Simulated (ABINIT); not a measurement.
## A GW chain in ABINIT: BaTiO3 (Pm-3m)

Aim: the G0W0 gap of BaTiO3 (Pm-3m) on LDA, step by step.

Main program and level: ABINIT 10.8.3; LDA and many-body steps on it, plane waves.

**Experimental background.**

- Gap 3.2 eV: optical gap from first-derivative diffuse reflectance spectrum; UV-vis diffuse reflectance; powder (“Influence of Rapid Heat Treatment on the Photocatalytic Activity and Stability of Barium Titanates Against a Broad Range of Pollutants”, 2024, pmc:11596716).

- Gap 3.28 eV: optical gap from first-derivative diffuse reflectance spectrum; UV-vis diffuse reflectance; powder (commercial cubic reference powder, crystallite size 31.8 nm) (“Influence of Rapid Heat Treatment on the Photocatalytic Activity and Stability of Barium Titanates Against a Broad Range of Pollutants”, 2024, pmc:11596716).

Most raw output is cut from this account.

### Step 1. Starting point

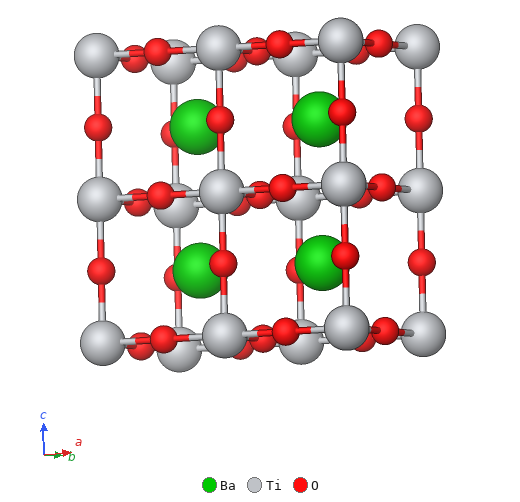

The cell as given, from a free direction (barium green, titanium light grey, oxygen red). 2×1×2 cells are drawn. Some periodic images of atoms are drawn too.

The cell and positions come from the Crystallography Open Database and are kept as given unless a step says otherwise. Spin-orbit coupling is left out unless a step names it.

### Step 2. Ground state

This step: ABINIT 10.8.3; DFT, LDA, plane waves, norm-conserving pseudopotentials.

The ground-state density comes first.

run.abi

```
acell 3*1.0 Angstrom
rprim 
  4.006000000000 0.000000000000 0.000000000000
  0.000000000000 4.006000000000 0.000000000000
  0.000000000000 0.000000000000 4.006000000000
ntypat 3
znucl 56 22 8
natom 5
typat 1 2 3 3 3
xred 
  0.500000000000 0.500000000000 0.500000000000
  0.000000000000 0.000000000000 0.000000000000
  0.500000000000 0.000000000000 0.000000000000
  0.000000000000 0.500000000000 0.000000000000
  0.000000000000 0.000000000000 0.500000000000
pp_dirpath "pseudos"
pseudos "Ba.upf, Ti.upf, O.upf"
ecut 38
ngkpt 6 6 6
nshiftk 1
shiftk 0 0 0
kptopt 1
chksymbreak 0
nband 26
occopt 1
tolvrs 1e-10
nstep 60
prtwf 0
indata_prefix "in"
outdata_prefix "out"
tmpdata_prefix "tmp"
```

On the command line:

```sh
$ OMP_NUM_THREADS=1 mpirun -n 8 abinit run.abi > log
```

It took 24 s on 8 MPI ranks of Arm Neoverse V1, shared host; peak memory 0.63 GiB.

This step gave:

```
total energy               : -3738.7131 eV
gap                        : 1.712 eV
k of the valence top       : 0.5, 0.5, 0.5
k of the conduction bottom : 0, 0, 0
least direct gap           : 1.848 eV
pressure                   : -9.342 GPa
```

The gap is indirect, with the least direct gap 0.14 eV higher.

The cutoff was set for levels, not for stress, so the pressure can be off by some GPa.

### Step 3. Bands along the symmetry lines

Levels along a band path, at the cheap level, show where the edges lie and whether the meshes to come will hold them.

run.abi

```
acell 3*1.0 Angstrom
rprim 
  4.006000000000 0.000000000000 0.000000000000
  0.000000000000 4.006000000000 0.000000000000
  0.000000000000 0.000000000000 4.006000000000
ntypat 3
znucl 56 22 8
natom 5
typat 1 2 3 3 3
xred 
  0.500000000000 0.500000000000 0.500000000000
  0.000000000000 0.000000000000 0.000000000000
  0.500000000000 0.000000000000 0.000000000000
  0.000000000000 0.500000000000 0.000000000000
  0.000000000000 0.000000000000 0.500000000000
pp_dirpath "pseudos"
pseudos "Ba.upf, Ti.upf, O.upf"
ecut 38
iscf -2
irdden 1
kptopt 0
nkpt 50
kpt 
  0.00000000 0.00000000 0.00000000
  0.00000000 0.06250000 0.00000000
  0.00000000 0.12500000 0.00000000
  0.00000000 0.18750000 0.00000000
  0.00000000 0.25000000 0.00000000
  0.00000000 0.31250000 0.00000000
  0.00000000 0.37500000 0.00000000
  0.00000000 0.43750000 0.00000000
  0.00000000 0.50000000 0.00000000
  0.06250000 0.50000000 0.00000000
  0.12500000 0.50000000 0.00000000
  0.18750000 0.50000000 0.00000000
  0.25000000 0.50000000 0.00000000
  0.31250000 0.50000000 0.00000000
  0.37500000 0.50000000 0.00000000
  0.43750000 0.50000000 0.00000000
  0.50000000 0.50000000 0.00000000
  0.43750000 0.43750000 0.00000000
  0.37500000 0.37500000 0.00000000
  0.31250000 0.31250000 0.00000000
  0.25000000 0.25000000 0.00000000
  0.18750000 0.18750000 0.00000000
  0.12500000 0.12500000 0.00000000
  0.06250000 0.06250000 0.00000000
  0.00000000 0.00000000 0.00000000
  0.06250000 0.06250000 0.06250000
  0.12500000 0.12500000 0.12500000
  0.18750000 0.18750000 0.18750000
  0.25000000 0.25000000 0.25000000
  0.31250000 0.31250000 0.31250000
  0.37500000 0.37500000 0.37500000
  0.43750000 0.43750000 0.43750000
  0.50000000 0.50000000 0.50000000
  0.43750000 0.50000000 0.43750000
  0.37500000 0.50000000 0.37500000
  0.31250000 0.50000000 0.31250000
  0.25000000 0.50000000 0.25000000
  0.18750000 0.50000000 0.18750000
  0.12500000 0.50000000 0.12500000
  0.06250000 0.50000000 0.06250000
  0.00000000 0.50000000 0.00000000
  0.50000000 0.50000000 0.50000000
  0.50000000 0.50000000 0.43750000
  0.50000000 0.50000000 0.37500000
  0.50000000 0.50000000 0.31250000
  0.50000000 0.50000000 0.25000000
  0.50000000 0.50000000 0.18750000
  0.50000000 0.50000000 0.12500000
  0.50000000 0.50000000 0.06250000
  0.50000000 0.50000000 0.00000000
istwfk *1
nband 31
nbdbuf 6
tolwfr 1e-07
nstep 50
prtwf 0
prtvol 0
indata_prefix "in"
outdata_prefix "out"
tmpdata_prefix "tmp"
```

Elapsed: 24 s, on 8 MPI ranks; peak memory 0.62 GiB.

Numbers from this step:

* gap: 1.712 eV
* k of the valence top: 0.5, 0.5, 0.5
* k of the conduction bottom: 0, 0, 0
* least direct gap: 1.848 eV

The gap is 1.712 eV, as in the run before at this level.

Electronic bands along the path, in eV, zero at the top of the highest filled band:

| point | band 17 | band 18 | band 19 | band 20 | band 21 | band 22 | band 23 | band 24 |
| --- | --- | --- | --- | --- | --- | --- | --- | --- |
| Γ | -1.11 | -0.14 | -0.14 | -0.14 | 1.71 | 1.71 | 1.71 | 4.01 |
| X | -1.85 | -1.85 | -0.71 | -0.71 | 1.87 | 3.50 | 3.50 | 4.01 |
| M | -1.73 | -0.86 | -0.86 | -0.07 | 3.51 | 3.51 | 3.93 | 4.85 |
| Γ | -1.11 | -0.14 | -0.14 | -0.14 | 1.71 | 1.71 | 1.71 | 4.01 |
| R | -2.39 | 0.00 | 0.00 | 0.00 | 4.19 | 4.19 | 4.19 | 6.72 |
| X | -1.85 | -1.85 | -0.71 | -0.71 | 1.87 | 3.50 | 3.50 | 4.01 |
| jump to R | -2.39 | 0.00 | 0.00 | 0.00 | 4.19 | 4.19 | 4.19 | 6.72 |
| M | -1.73 | -0.86 | -0.86 | -0.07 | 3.51 | 3.51 | 3.93 | 4.85 |

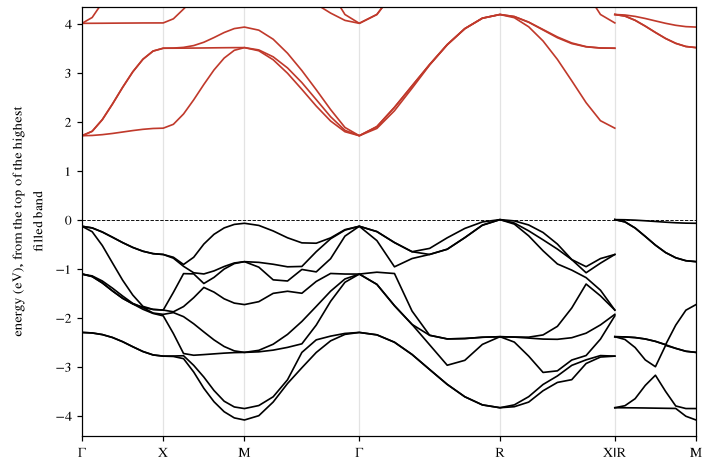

Electronic bands along the path; lines of filled and empty bands in two colours.

### Step 4. Empty states on the mesh, 4×4×4 mesh, 148 bands

The sums over transitions need many empty states on a uniform mesh; this step solves for them.

run.abi

```
acell 3*1.0 Angstrom
rprim 
  4.006000000000 0.000000000000 0.000000000000
  0.000000000000 4.006000000000 0.000000000000
  0.000000000000 0.000000000000 4.006000000000
ntypat 3
znucl 56 22 8
natom 5
typat 1 2 3 3 3
xred 
  0.500000000000 0.500000000000 0.500000000000
  0.000000000000 0.000000000000 0.000000000000
  0.500000000000 0.000000000000 0.000000000000
  0.000000000000 0.500000000000 0.000000000000
  0.000000000000 0.000000000000 0.500000000000
pp_dirpath "pseudos"
pseudos "Ba.upf, Ti.upf, O.upf"
ecut 38
ngkpt 4 4 4
nshiftk 1
shiftk 0 0 0
kptopt 1
chksymbreak 0
irdden 1
istwfk *1
nband 148
prtvol 0
optdriver 6
gwr_task "HDIAGO"
paral_kgb 0
occopt 1
indata_prefix "in"
outdata_prefix "out"
tmpdata_prefix "tmp"
```

Wall time 2.7 min (8 MPI ranks); peak memory 10 GiB; 21 min of CPU time.

This step gave:

| Item | Value |
| --- | --- |
| gap | 1.712 eV |
| k of the valence top | 0.5, 0.5, 0.5 |
| k of the conduction bottom | 0, 0, 0 |
| least direct gap | 1.848 eV |
| k points computed | 10 |
| lowest point of the top converged band, above the valence top | 74.5046 eV |

On this mesh the gap is 1.712 eV.

### Step 5. Screening, 4×4×4 mesh, 140 bands, screening to 130.6 eV

The RPA dielectric matrix is built and inverted for each q.

This step: RPA screening on LDA, plane waves, norm-conserving pseudopotentials.

run.abi, as its differences from that of step 4:

```diff
@@ -23,10 +23,11 @@
 chksymbreak 0
-irdden 1
 istwfk *1
-nband 148
-prtvol 0
-optdriver 6
-gwr_task "HDIAGO"
-paral_kgb 0
 occopt 1
+irdwfk 1
+optdriver 3
+nband 140
+ecuteps 4.8
+inclvkb 2
+awtr 1
+symchi 1
 indata_prefix "in"
```

Run time: 54 s. Hardware: 8 MPI ranks; peak memory 2.2 GiB.

This step gave:

| Property | Result |
| --- | --- |
| ε∞ with local fields, on this mesh, along the program's q direction | 7.125 |
| the same without local fields | 7.558 |
| plasma frequency | 29.29 eV |
| plane waves in the screening matrix | 203 |

Local fields lower ε∞ by 6 %. On a Γ-centred mesh this coarse the value itself is usually too large, while a short band sum pulls it down.

### Step 6. Self-energy, 4×4×4 mesh, 140 bands, screening to 130.6 eV

The self-energy is evaluated for the states that the input lists, and the levels follow from it, in one-shot runs by the linearised quasiparticle equation.

This step: G0W0 on LDA, plane waves, norm-conserving pseudopotentials.

run.abi, as its differences from that of step 5:

```diff
@@ -26,8 +26,21 @@
 irdwfk 1
-optdriver 3
+optdriver 4
 nband 140
+gwcalctyp 0
+ecutsigx 38
+symsigma 1
+nkptgw 4
+kptgw 
+  0.5000000000 0.5000000000 0.5000000000
+  0.0000000000 0.0000000000 0.0000000000
+  0.5000000000 0.0000000000 0.0000000000
+  0.5000000000 0.5000000000 0.0000000000
+bdgw 
+  18 23
+  18 23
+  19 23
+  18 22
 ecuteps 4.8
-inclvkb 2
-awtr 1
-symchi 1
+irdscr 1
+ppmodel 1
 indata_prefix "in"
```

Wall time 17 s (8 MPI ranks); peak memory 1.8 GiB.

This step gave:

| Item | Value |
| --- | --- |
| G0W0 gap on the mesh | 3.287 eV |
| starting gap on the mesh | 1.712 eV |
| k of the valence top | 0.5, 0.5, 0.5 |
| k of the conduction bottom | 0, 0, 0 |
| Z at the valence top | 0.762 |
| Z at the conduction bottom | 0.777 |
| least direct G0W0 gap on the computed points | 3.437 eV |

The gap on the mesh goes from 1.71 eV to 3.29 eV, a correction of +1.57 eV.

Limits: finite bands, cutoff and mesh; no spin-orbit coupling; coarse k mesh. v1 is the top filled band, c1 the lowest empty one. The levels before and after the correction (eV, zero at the valence-band top of each column):

|  | conduction bottom | valence top |
| --- | --- | --- |
| Kohn-Sham | 1.71 | 0.00 |
| G0W0 | 3.29 | 0.00 |

|  | level | energy (eV) |
| --- | --- | --- |
| Kohn-Sham | (0.5 0.5 0.5) v3-v1 | 0.000 |
| Kohn-Sham | (0.5 0.5 0.5) c1-c3 | 4.186 |
| Kohn-Sham | Γ v3-v1 | -0.136 |
| Kohn-Sham | Γ c1-c3 | 1.712 |
| G0W0 | (0.5 0.5 0.5) v3-v1 | 0.000 |
| G0W0 | (0.5 0.5 0.5) c1-c3 | 5.899 |
| G0W0 | Γ v3-v1 | -0.150 |
| G0W0 | Γ c1-c3 | 3.287 |

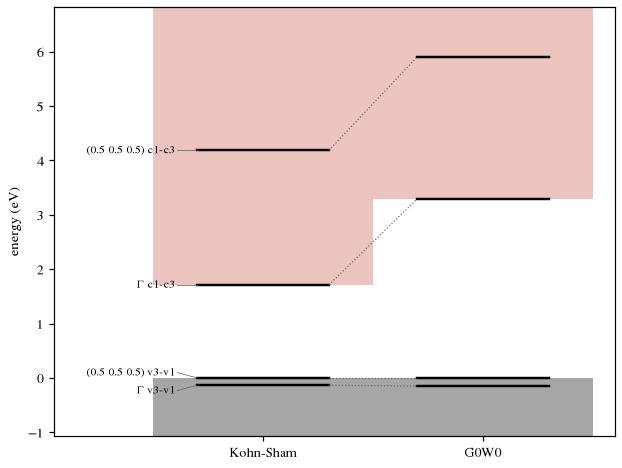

Levels before and after the correction. Shaded: valence and conduction bands.

### Step 7. Where the time went

Times are wall times on 8 MPI ranks of Arm Neoverse V1, shared host. The host was busy with other work, so they are no guide to cost.

| step | time | share | memory (GiB) |
| --- | --- | --- | --- |
| ground state | 24 s | 9 % | 0.63 |
| bands along the symmetry lines | 24 s | 8 % | 0.62 |
| empty states on the mesh | 2.7 min | 58 % | 10 |
| screening | 54 s | 19 % | 2.2 |
| self-energy | 17 s | 6 % | 1.8 |

### Step 8. Outcome

```
LDA gap              : 1.71 eV, indirect
G0W0 gap on the mesh : 3.29 eV
GW settings          : 4×4×4 mesh, 140 bands, screening to 130.6 eV, Godby-Needs plasmon pole
known limits         : not at the basis limit; no spin-orbit coupling; coarse k mesh
```

**Reading.** G0W0 moves the gap on the mesh from 1.71 eV to 3.29 eV (+1.57 eV), with Z of 0.76 and 0.78 at the edges. Local fields lower the RPA ε∞ on this mesh from 7.56 to 7.13; a Γ-centred mesh this coarse tends to raise both, most where the direct gap is narrow, while a short band sum lowers them. The dearest step here is «empty states on the mesh». Against experiment, by G0W0@LDA: the gap of 3.29 eV lies +0.09 eV from the measured 3.2 eV (optical, 2024); the gap of 3.29 eV lies +0.01 eV from the measured 3.28 eV (optical, 2024). An exciton line or allowed optical edge lies below the quasiparticle gap by the binding energy; a forbidden edge can push the onset above it. The calculation has static nuclei and no excitons; a measured gap holds zero-point and thermal motion, which mostly lowers it. Bands and cutoff are finite, so the gap is not at the basis limit. The miss can reach some tenths of an eV and take either sign; the mesh is an error of its own. The 4×4×4 mesh is coarse for this cell, which bears on the long-range parts of exchange and screening. This is the ideal cubic cell; many perovskites, halides above all, are cubic only on average, and local tilts or off-centring can widen the gap. The many-body steps are scalar-relativistic: spin-orbit coupling is not in them.

[Paths, hosts, dates, memory and timing lines, banners, echoed tables and standing remarks are left out of the program output.]

[Logs are printed without paths, hosts, clocks, repeated set-up lines and the standing remarks that a program may print on its own settings, such as how far it seeks lower states.]

[Runs of the session that timed out or met a known fault of the program may be left out.]

[Hosts, paths, dates, database ids (printed as entryN), source tags and the programs' standing remarks are cut or masked in the printed files.]

[G0W0 gaps are taken among the corrected bands and points alone; a level outside them can change the order at an edge.]

[Where Ansatz stands beside ABINIT at settings called matched, ABINIT's density can come from a denser mesh and the files from another edition; pairs whose starting gaps differed by over 0.03 eV were left out, so agreement reads better than it is.]
